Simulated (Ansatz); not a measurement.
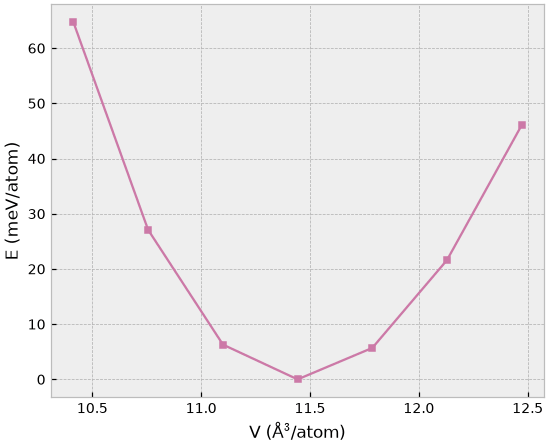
Co2Si in space group P4/nmm (No. 129; Co on 2a, Co on 2c, Si on 2c) under volume change, DFT-PBE in the program Ansatz with PAW potentials, shape and atoms relaxed at each volume.

**Question.** What does a third-order Birch–Murnaghan fit give for V₀, B₀ and B′?

**Answer.** V₀ = 11.44 Å³/atom, B₀ = 188 GPa, B′ = 4.6.

A made-up cell: these elements were put on the sites of a structure type; neither database checked (COD, Materials Project) lists it. COD files the formula under space group No. 62, so this cell is another polymorph or a model. Its standing as an ambient phase is unchecked. The PBE relaxation kept the symmetry of its start; whether a distortion lowers the energy is not shown. Magnetic state: ferromagnetic, chosen from 5 collinear starts compared on coarse meshes (ties went to the first, and starts can fall back to one state), not a proven ground state.

Potentials: the later of the program's two PAW sets.
